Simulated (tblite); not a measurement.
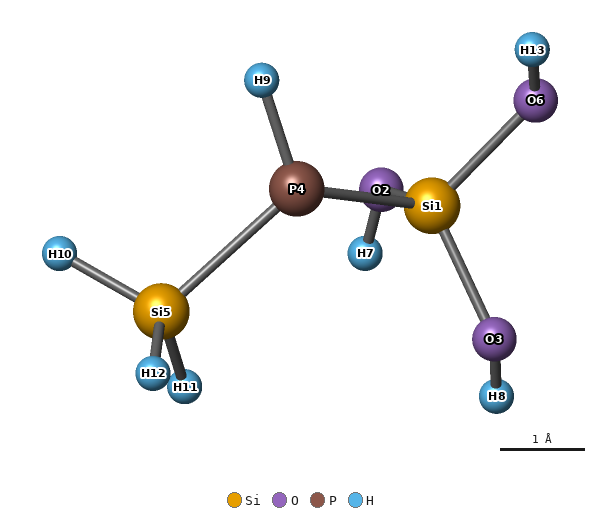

Fig. 1: The starting structure (ball-and-stick view, seen at a tilt; atoms are numbered from 1 in the order of the input).

## Si2PH7O3: geometry relaxation (part 1 of 2)

- system: Si2PH7O3, SMILES O[Si](O)(O)P[SiH3]
- method: GFN2-xTB geometry optimisation, gas phase (tblite 0.8.0)

**The program's output**
```
step      E/eV     max force
  0    -593.78772    3.203
  1    -594.25955    2.010
  2    -594.75102    2.302
  3    -594.84841    1.161
  4    -594.95485    1.077
  5    -595.14748    1.466
  6    -595.20960    1.064
  7    -595.27379    0.559
  8    -595.28800    0.380
  9    -595.30254    0.344
 10    -595.31326    0.409
 11    -595.33613    0.441
 12    -595.35570    0.380
 13    -595.36906    0.314
 14    -595.37516    0.310
 15    -595.38115    0.307
 16    -595.38792    0.268
 17    -595.39424    0.203
 18    -595.39991    0.174
 19    -595.40539    0.262
 20    -595.41214    0.336
 21    -595.42068    0.437
 22    -595.43077    0.368
 23    -595.43733    0.345
 24    -595.44358    0.339
 25    -595.44858    0.292
 26    -595.45550    0.275
 27    -595.45978    0.206
 28    -595.46825    0.285
 29    -595.47360    0.306
 30    -595.47671    0.386
 31    -595.48042    0.149
 32    -595.48344    0.142
 33    -595.48960    0.207
 34    -595.49473    0.220
 35    -595.49827    0.192
 36    -595.50160    0.191
 37    -595.50440    0.145
 38    -595.50551    0.264
 39    -595.50685    0.085
 40    -595.50790    0.085
 41    -595.51210    0.201
 42    -595.51490    0.218
 43    -595.51822    0.140
 44    -595.51941    0.106
 45    -595.52000    0.122
 46    -595.52095    0.127
 47    -595.52267    0.154
 48    -595.52794    0.355
 49    -595.53000    0.097
 50    -595.53140    0.118
 51    -595.53269    0.142
 52    -595.53476    0.147
 53    -595.53935    0.298
 54    -595.54640    0.354
 55    -595.55453    0.506
 56    -595.54056    1.106
 57    -595.55333    1.158
 58    -595.52849    0.975
 59    -595.57149    0.235
 60    -595.57520    0.169
 61    -595.57675    0.319
 62    -595.57897    0.306
 63    -595.58487    0.151
 64    -595.58659    0.229
 65    -595.58834    0.111
 66    -595.58930    0.089
 67    -595.58995    0.091
 68    -595.59140    0.082
 69    -595.59238    0.078
 70    -595.59328    0.078
 71    -595.59415    0.123
 72    -595.59541    0.108
 73    -595.59664    0.151
 74    -595.59756    0.052
 75    -595.59810    0.092
 76    -595.59853    0.054
 77    -595.59893    0.054
 78    -595.59994    0.068
 79    -595.60080    0.083
 80    -595.60160    0.056
 81    -595.60206    0.154
 82    -595.60241    0.046
 83    -595.60259    0.041
 84    -595.60274    0.035
 85    -595.60285    0.032
 86    -595.60314    0.031
 87    -595.60338    0.039
 88    -595.60359    0.032
 89    -595.60369    0.024
 90    -595.60374    0.027
 91    -595.60380    0.031
 92    -595.60388    0.033
 93    -595.60398    0.035
 94    -595.60411    0.039
 95    -595.60425    0.033
 96    -595.60437    0.021
 97    -595.60444    0.021
 98    -595.60449    0.021
 99    -595.60456    0.024
100    -595.60469    0.034
101    -595.60492    0.059
102    -595.60525    0.076
103    -595.60561    0.066
104    -595.60586    0.035
105    -595.60603    0.034
106    -595.60620    0.046
107    -595.60643    0.077
108    -595.60672    0.085
109    -595.60709    0.090
110    -595.60758    0.076
111    -595.60788    0.076
112    -595.60834    0.055
113    -595.60860    0.060
114    -595.60866    0.105
115    -595.60885    0.049
116    -595.60898    0.032
117    -595.60920    0.037
118    -595.60954    0.045
119    -595.60983    0.057
120    -595.61008    0.048
121    -595.61026    0.045
122    -595.61042    0.040
123    -595.61057    0.030
124    -595.61071    0.024
125    -595.61083    0.023
126    -595.61093    0.026
127    -595.61107    0.031
128    -595.61127    0.045
129    -595.61156    0.042
130    -595.61169    0.099
131    -595.61196    0.068
132    -595.61206    0.058
133    -595.61219    0.031
134    -595.61228    0.037
135    -595.61251    0.045
136    -595.61274    0.053
137    -595.61301    0.054
138    -595.61330    0.046
139    -595.61361    0.034
140    -595.61392    0.034
141    -595.61419    0.035
142    -595.61440    0.040
143    -595.61462    0.041
144    -595.61486    0.043
145    -595.61513    0.039
146    -595.61550    0.066
147    -595.61591    0.059
148    -595.61629    0.126
149    -595.61678    0.089
150    -595.61720    0.084
151    -595.61759    0.080
152    -595.61817    0.081
153    -595.61341    0.705
154    -595.61897    0.317
155    -595.62047    0.078
156    -595.62177    0.158
157    -595.62240    0.347
158    -595.62467    0.146
159    -595.62869    0.209
160    -595.63239    0.222
161    -595.63452    0.260
162    -595.62341    1.112
163    -595.63816    0.192
164    -595.63962    0.109
165    -595.64274    0.186
166    -595.64364    0.503
167    -595.64575    0.152
168    -595.64667    0.126
169    -595.64853    0.134
170    -595.64914    0.101
171    -595.65013    0.075
172    -595.65083    0.069
173    -595.65150    0.057
174    -595.65222    0.066
175    -595.65311    0.106
176    -595.65363    0.080
177    -595.65441    0.060
178    -595.65515    0.089
179    -595.65569    0.083
180    -595.65628    0.052
181    -595.65627    0.150
182    -595.65688    0.055
183    -595.65711    0.033
184    -595.65756    0.039
185    -595.65771    0.039
186    -595.65786    0.036
187    -595.65798    0.033
188    -595.65812    0.028
189    -595.65823    0.025
190    -595.65829    0.019
191    -595.65835    0.017
192    -595.65840    0.014
193    -595.65843    0.011
194    -595.65844    0.007
```

**Trajectory as extended XYZ (Å, eV, eV/Å), 26 frames, from step=0 to step=194**
```
13
Properties=species:S:1:pos:R:3:forces:R:3 step=0 energy=-593.78772
Si   -0.1429    0.3603   -1.5662   -1.7330  -1.5180  -2.2250
O    -1.8470    0.2524   -1.0898    2.0260  -0.5480  -0.4000
O     0.6116   -1.2378   -1.5056   -1.3420   1.9550   0.1520
P     0.9300    1.6923   -0.2434    1.5620   0.5550  -0.1920
Si    0.9894    1.1147    1.8642   -0.7440   0.3590  -0.6010
O    -0.0463    0.9783   -3.2440    0.0360  -0.6810   2.5340
H    -2.2043   -0.4898   -0.5624    0.6290   0.7140  -0.6690
H     0.1564   -2.0445   -1.2063    0.1690   0.9830  -0.3110
H     0.7892    3.0632   -0.4664   -0.5290  -0.7220   0.1240
H     0.3770    2.1414    2.6329   -0.3760   0.6590   0.5730
H     0.2757   -0.1048    2.0413   -0.4660  -0.7730   0.0650
H     2.3230    0.9215    2.2708    1.2620  -0.1250   0.2730
H     0.4934    1.7527   -3.4955   -0.4960  -0.8580   0.6780
13
Properties=species:S:1:pos:R:3:forces:R:3 step=8 energy=-595.28800
Si   -0.1744    0.3863   -1.5528    0.2290  -0.2300   0.1990
O    -1.7610    0.2678   -1.2015   -0.0350   0.0500   0.1530
O     0.5519   -1.0715   -1.5247    0.0970  -0.0620   0.2070
P     1.2471    1.6483   -0.3480   -0.0760  -0.1080   0.0500
Si    0.9594    1.1421    1.8173    0.0430   0.0130  -0.1250
O    -0.1289    0.8671   -3.0881   -0.0600   0.3100  -0.1750
H    -2.0905   -0.4319   -0.6424    0.0390   0.1050  -0.0300
H     0.1402   -1.8848   -1.2500   -0.0490   0.0800  -0.0390
H     0.6212    2.8817   -0.4192   -0.1850  -0.1650   0.0690
H     0.3427    2.1783    2.6662    0.0030  -0.0990  -0.2400
H     0.2389   -0.1252    2.0338   -0.0470   0.1110  -0.0660
H     2.3373    0.9340    2.2626    0.0400   0.0030   0.0830
H     0.4215    1.6077   -3.3235    0.0020  -0.0080  -0.0870
13
Properties=species:S:1:pos:R:3:forces:R:3 step=16 energy=-595.38792
Si   -0.1157    0.3781   -1.5428    0.0180  -0.1050   0.1410
O    -1.6907    0.3134   -1.1504   -0.1500   0.0070   0.0910
O     0.6042   -1.0789   -1.4068   -0.0710  -0.0580   0.0550
P     1.2879    1.6440   -0.3786    0.0990   0.0510   0.2430
Si    1.0007    1.1111    1.7778   -0.1060   0.0690  -0.0900
O    -0.1948    0.9486   -3.0521    0.0820   0.0420  -0.1490
H    -2.0711   -0.3917   -0.6350    0.0760   0.0350   0.0360
H     0.0969   -1.8795   -1.2949    0.0450   0.0460  -0.1510
H     0.4770    2.7529   -0.3718   -0.0850   0.1180   0.0040
H     0.3205    2.1770    2.5357    0.0770  -0.0550  -0.1490
H     0.1966   -0.1019    1.9920    0.0630  -0.0110  -0.0300
H     2.3538    0.9319    2.3082   -0.0330  -0.0450   0.0050
H     0.4400    1.5949   -3.3518   -0.0150  -0.0950  -0.0060
13
Properties=species:S:1:pos:R:3:forces:R:3 step=24 energy=-595.44358
Si   -0.1006    0.3997   -1.4800    0.0140  -0.1620  -0.0470
O    -1.6748    0.3669   -1.0754   -0.1290  -0.0310   0.1090
O     0.5664   -1.0749   -1.2959    0.1610   0.0680   0.1660
P     1.2791    1.7208   -0.3712    0.0840   0.1200   0.1230
Si    0.9890    1.0883    1.7448   -0.0580   0.1230  -0.0740
O    -0.1623    0.9008   -3.0127   -0.0370   0.0380  -0.3340
H    -2.0040   -0.3631   -0.5584   -0.0410   0.0640   0.0450
H     0.0997   -1.8802   -1.4941   -0.0630  -0.0250  -0.1540
H     0.3858    2.7783   -0.3321    0.0490  -0.0540   0.0000
H     0.3244    2.2130    2.4072   -0.0430  -0.0680   0.0970
H     0.2205   -0.1425    1.9435   -0.0880  -0.0030  -0.0150
H     2.3084    0.8787    2.3246    0.1500  -0.0080   0.0220
H     0.4737    1.5142   -3.3706    0.0020  -0.0610   0.0620
13
Properties=species:S:1:pos:R:3:forces:R:3 step=32 energy=-595.48344
Si   -0.1074    0.3993   -1.4772    0.0290  -0.0540   0.1280
O    -1.6739    0.3854   -1.0298   -0.0750   0.0230  -0.0120
O     0.5427   -1.0753   -1.2236   -0.0090   0.0220   0.0210
P     1.2672    1.7514   -0.3735   -0.0010   0.0540   0.0500
Si    0.9791    1.0996    1.7398   -0.0080   0.0330  -0.0440
O    -0.1454    0.8076   -3.0465    0.0660   0.0680  -0.0250
H    -1.9922   -0.3279   -0.4821   -0.0070   0.0740   0.0170
H     0.1385   -1.8217   -1.6594    0.0730  -0.0550  -0.0610
H     0.3823    2.8166   -0.3193    0.0230  -0.1020  -0.0340
H     0.3039    2.1974    2.4398    0.0030  -0.0650   0.0490
H     0.2120   -0.1363    1.9098   -0.0900   0.0040  -0.0160
H     2.3041    0.8584    2.3064    0.0720   0.0450  -0.0040
H     0.4943    1.4453   -3.3547   -0.0750  -0.0470  -0.0670
13
Properties=species:S:1:pos:R:3:forces:R:3 step=40 energy=-595.50790
Si   -0.1106    0.3903   -1.4466    0.0510  -0.0040  -0.0100
O    -1.6842    0.4203   -1.0143    0.0530   0.0110  -0.0120
O     0.5060   -1.0986   -1.1869   -0.0260   0.0220   0.0200
P     1.2657    1.7641   -0.3665   -0.0490   0.0100   0.0430
Si    0.9756    1.1005    1.7437   -0.0240   0.0150  -0.0240
O    -0.1177    0.7420   -3.0309   -0.0440  -0.0060  -0.0730
H    -1.9985   -0.2479   -0.4099   -0.0180   0.0700  -0.0020
H     0.2416   -1.7912   -1.7884    0.0620  -0.0250  -0.0060
H     0.3710    2.8189   -0.3313    0.0060  -0.0580   0.0030
H     0.2917    2.1506    2.5067    0.0320   0.0080  -0.0150
H     0.1630   -0.1146    1.8708    0.0450  -0.0120   0.0120
H     2.3213    0.8760    2.2775   -0.0460  -0.0200   0.0040
H     0.4802    1.3895   -3.3941   -0.0420  -0.0120   0.0600
13
Properties=species:S:1:pos:R:3:forces:R:3 step=48 energy=-595.52794
Si   -0.1105    0.3603   -1.4483    0.0670   0.0400  -0.0750
O    -1.6695    0.5077   -1.0000   -0.0010  -0.0670  -0.0210
O     0.4655   -1.1370   -1.1626   -0.0770  -0.2250  -0.2110
P     1.2417    1.7657   -0.3692   -0.0240   0.0390  -0.0020
Si    0.9581    1.0962    1.7366    0.0310  -0.1090   0.0380
O    -0.0960    0.6386   -3.0503    0.0680   0.0200   0.0210
H    -2.0206   -0.0504   -0.3106    0.0250   0.0350  -0.0220
H     0.4548   -1.7706   -1.8861    0.0130   0.2360   0.2640
H     0.3071    2.7832   -0.3343    0.0170  -0.0060   0.0050
H     0.3003    2.1352    2.5340   -0.0080   0.0270  -0.0440
H     0.1596   -0.1299    1.8607    0.0040   0.0260   0.0070
H     2.2985    0.8431    2.2715   -0.0160   0.0080  -0.0220
H     0.4164    1.3579   -3.4116   -0.1010  -0.0250   0.0610
13
Properties=species:S:1:pos:R:3:forces:R:3 step=56 energy=-595.54056
Si   -0.1011    0.3209   -1.4632    0.2410   0.1620  -0.1190
O    -1.6701    0.4996   -1.1071    0.0640   0.4340  -0.8320
O     0.3774   -1.1860   -1.1144   -0.0030  -0.0330   0.1640
P     1.2181    1.7389   -0.3506   -0.1170   0.2390  -0.1240
Si    0.9585    1.0536    1.7478    0.0920  -0.2670  -0.0260
O     0.0494    0.5236   -3.0680    0.0160  -0.4380   0.3110
H    -1.9750    0.1953   -0.2805   -0.4490  -0.3410   0.9520
H     0.6333   -1.7142   -1.8584    0.1260  -0.2660  -0.1710
H     0.2857    2.7759   -0.3296    0.1430  -0.2160   0.0360
H     0.3130    2.0992    2.5268   -0.0620   0.1850   0.1110
H     0.0992   -0.1427    1.8885    0.2170   0.1150  -0.0050
H     2.3373    0.8363    2.2275   -0.2620  -0.0600  -0.0200
H     0.1795    1.3995   -3.3891   -0.0060   0.4840  -0.2770
13
Properties=species:S:1:pos:R:3:forces:R:3 step=64 energy=-595.58659
Si   -0.0904    0.3106   -1.4704   -0.0080   0.0000   0.0100
O    -1.6703    0.5343   -1.1302    0.0590  -0.0180   0.1040
O     0.3517   -1.2108   -1.1175    0.0070  -0.0320  -0.0540
P     1.2131    1.7458   -0.3629    0.0270  -0.0060   0.0180
Si    0.9544    1.0393    1.7300    0.0040   0.0520   0.0350
O     0.1226    0.5236   -3.0626   -0.0420   0.1850  -0.0740
H    -1.9877    0.3064   -0.2578   -0.0010   0.0140  -0.1400
H     0.7298   -1.7429   -1.8140   -0.0130   0.0470   0.0510
H     0.2474    2.7314   -0.3089   -0.0070   0.0230   0.0070
H     0.3251    2.1241    2.4894   -0.0060  -0.0110   0.0270
H     0.1348   -0.1631    1.9102   -0.0120  -0.0030  -0.0330
H     2.3016    0.7876    2.2366    0.0260  -0.0270   0.0190
H     0.0731    1.4137   -3.4122   -0.0330  -0.2250   0.0290
13
Properties=species:S:1:pos:R:3:forces:R:3 step=72 energy=-595.59541
Si   -0.0747    0.3107   -1.4657    0.0220  -0.0060  -0.0200
O    -1.6485    0.5670   -1.1362   -0.0140  -0.0030  -0.0140
O     0.3503   -1.2189   -1.1295   -0.0430   0.0280   0.0900
P     1.2236    1.7496   -0.3480    0.0050   0.0170  -0.0090
Si    0.9591    1.0521    1.7495    0.0080  -0.0200  -0.0190
O     0.1232    0.5023   -3.0629    0.0000   0.1030  -0.0340
H    -2.0085    0.3364   -0.2849    0.0120  -0.0260  -0.0020
H     0.7703   -1.7336   -1.8117    0.0220   0.0090  -0.0310
H     0.2527    2.7330   -0.3085    0.0190   0.0050   0.0160
H     0.3243    2.1138    2.5374    0.0260  -0.0030  -0.0110
H     0.1305   -0.1498    1.8846   -0.0160  -0.0160   0.0090
H     2.3056    0.7683    2.2477   -0.0210   0.0070   0.0170
H    -0.0026    1.3691   -3.4422   -0.0190  -0.0950   0.0070
13
Properties=species:S:1:pos:R:3:forces:R:3 step=80 energy=-595.60160
Si   -0.0609    0.3362   -1.4705   -0.0120  -0.0090   0.0070
O    -1.6406    0.5981   -1.1660    0.0000   0.0020   0.0260
O     0.3301   -1.1978   -1.1076    0.0030   0.0340   0.0440
P     1.2463    1.7606   -0.3388   -0.0110  -0.0090   0.0080
Si    0.9653    1.0429    1.7519    0.0000  -0.0190   0.0040
O     0.1675    0.5077   -3.0660   -0.0220  -0.0250  -0.0070
H    -2.0155    0.3129   -0.3369    0.0190   0.0010  -0.0390
H     0.7992   -1.7073   -1.7617    0.0240   0.0080  -0.0050
H     0.2875    2.7556   -0.2819    0.0160  -0.0070  -0.0010
H     0.3523    2.1046    2.5555   -0.0090   0.0100  -0.0190
H     0.1189   -0.1486    1.8703   -0.0160  -0.0080   0.0090
H     2.2944    0.7382    2.2827    0.0060  -0.0060  -0.0260
H    -0.1391    1.2967   -3.5015    0.0010   0.0270  -0.0010
13
Properties=species:S:1:pos:R:3:forces:R:3 step=88 energy=-595.60359
Si   -0.0658    0.3436   -1.4744   -0.0090   0.0030  -0.0040
O    -1.6444    0.6022   -1.1634    0.0010  -0.0070   0.0100
O     0.3427   -1.1802   -1.0900   -0.0100  -0.0010  -0.0110
P     1.2498    1.7533   -0.3401   -0.0070   0.0160   0.0190
Si    0.9619    1.0342    1.7507   -0.0010  -0.0040  -0.0250
O     0.1469    0.5057   -3.0742    0.0010  -0.0130   0.0290
H    -2.0200    0.2894   -0.3452    0.0050   0.0020  -0.0110
H     0.8078   -1.6967   -1.7420    0.0130   0.0060   0.0040
H     0.3025    2.7579   -0.2786    0.0100   0.0020  -0.0080
H     0.3504    2.1086    2.5398    0.0070  -0.0100  -0.0070
H     0.1112   -0.1540    1.8827   -0.0030   0.0100  -0.0030
H     2.2955    0.7285    2.2704   -0.0080  -0.0040  -0.0070
H    -0.1333    1.3072   -3.5060    0.0000  -0.0010   0.0140
```
